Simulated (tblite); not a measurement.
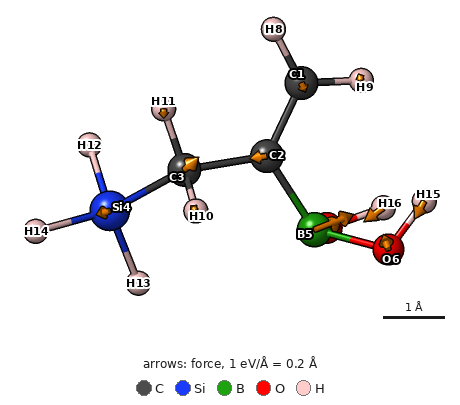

Starting geometry of C$_{3}$H$_{9}$BO$_{2}$Si with the computed forces as orange arrows. A ball-and-stick model, seen at a tilt.

All numbers below come from tblite 0.8.0, GFN2-xTB geometry optimisation, gas phase. 

### What follows when this structure is relaxed?

It isn't relaxed: the largest force vector, on the B atom, is 4.07 eV/Å. The final displacements have little in common with the starting forces (cosine between the two patterns 0.28). The largest move after the best rigid fit is that of an H atom, 1.95 Å. Largest moves by element: H 1.95 Å, O 1.37 Å, C 0.51 Å, B 0.44 Å, Si 0.40 Å. Near-neighbour distances that change, for instance: O–Si 3.888 → 2.723 Å, B–O 1.491 → 1.351 Å, B–O 1.466 → 1.360 Å, C–Si 1.845 → 1.913 Å. Bond angles that change, for instance: C–B–O 113.2° → 125.4°, B–O–H 105.2° → 115.5°, B–O–H 106.9° → 115.7°. Groups turn about C–Si by about 50°. Over 180 geometry steps the energy falls by 2.133 eV. Cost: 1.2 s on 1 thread of Arm Neoverse V1, with other jobs on the host.
